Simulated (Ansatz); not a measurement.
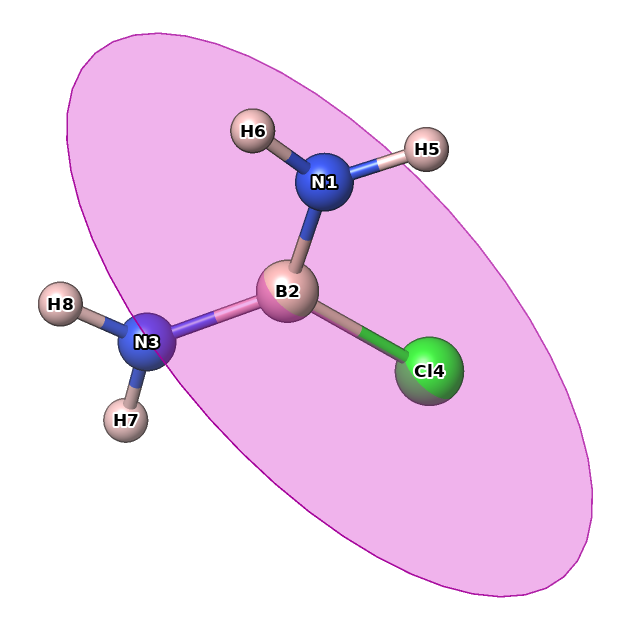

A disc through the centre of mass is drawn in. Atoms fade into the background with distance from the viewer. Computed geometry: PBE0-D4/def2-TZVP optimisation.

Is the plane of the disc a mirror plane of the structure?

Answer. Yes. The reflection leaves B2, Cl4 in place and moves N1 ↔ N3; H5 ↔ H7; H6 ↔ H8. The point group is C2v.
